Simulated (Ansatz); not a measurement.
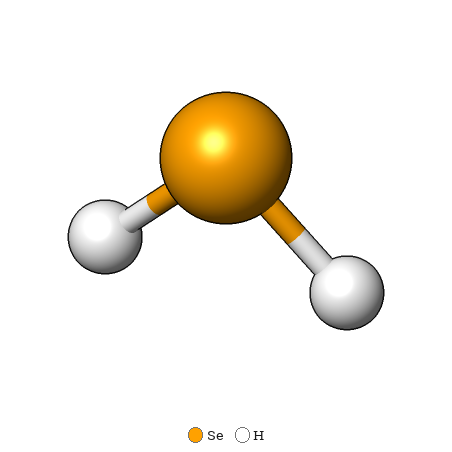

The geometry was computed by an optimisation with PBE0-D4/def2-TZVP.

Give the formula.

Answer. H2Se, 3 atoms: 2 hydrogen and 1 selenium.

Count the bonded pairs by element.

Answer. 2 Se–H.

What is its SMILES?

Answer. [SeH2]

The parts below concern this one geometry. Atoms keep their numbers from picture to picture.

### Symmetry

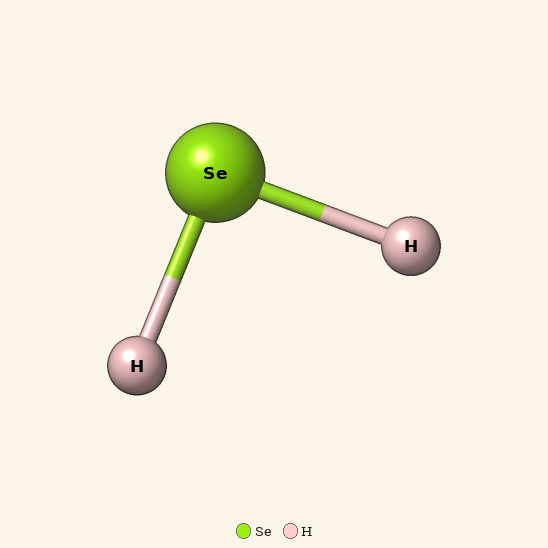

All atoms lie in one plane, which faces the viewer.

List the symmetry elements and name the point group.

Answer. It has 1 C2 axis and 2 mirror planes, so the point group is C2v. The group has 4 operations. The geometry is achiral, and symmetry allows a dipole moment.

### Levels of theory compared

Program: Ansatz 0.2.0.

At this fixed geometry, give HOMO–LUMO gap (eV), HOMO energy (eV) at these levels: BLYP-D4/def2-TZVPP; CAM-B3LYP-D4/def2-TZVPP; PBE-D4/def2-TZVPP; PBE0-D4/def2-TZVPP; r2SCAN-D4/def2-TZVPP; r2SCAN0-D4/def2-TZVPP; revPBE-D4/def2-TZVPP; ωB97M-V/def2-TZVPP.

```csv
level,HOMO–LUMO gap (eV),HOMO energy (eV)
BLYP-D4/def2-TZVPP,4.99,−5.76
CAM-B3LYP-D4/def2-TZVPP,9.60,−8.43
PBE-D4/def2-TZVPP,5.10,−5.92
PBE0-D4/def2-TZVPP,7.21,−7.11
r2SCAN-D4/def2-TZVPP,5.68,−6.20
r2SCAN0-D4/def2-TZVPP,7.59,−7.29
revPBE-D4/def2-TZVPP,5.10,−5.88
ωB97M-V/def2-TZVPP,11.39,−9.32
```

### Vibrations

Harmonic vibrations computed with RKS PBE0-D4/def2-TZVP (Ansatz 0.2.0) at a stationary point of the same level.

List the wavenumbers.

Answer. 3 modes: 1062, 2455, 2468 cm⁻¹.

### Charges

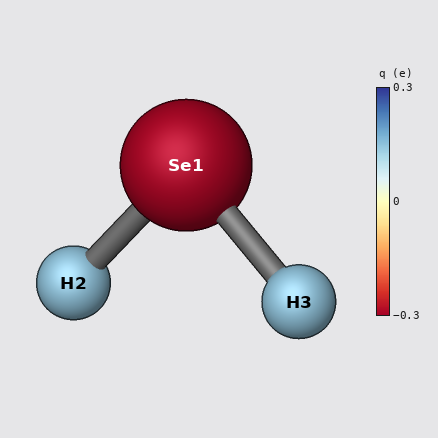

Atoms are coloured by their Mulliken charges. Method: RKS PBE0-D4/def2-TZVP (Ansatz 0.2.0).

Give the Mulliken charges atom by atom.

```
atom  value (e)
 Se1      −0.29
  H2       0.14
  H3       0.14
```

Mulliken values depend strongly on the basis set and can even reverse the polarity of a bond.
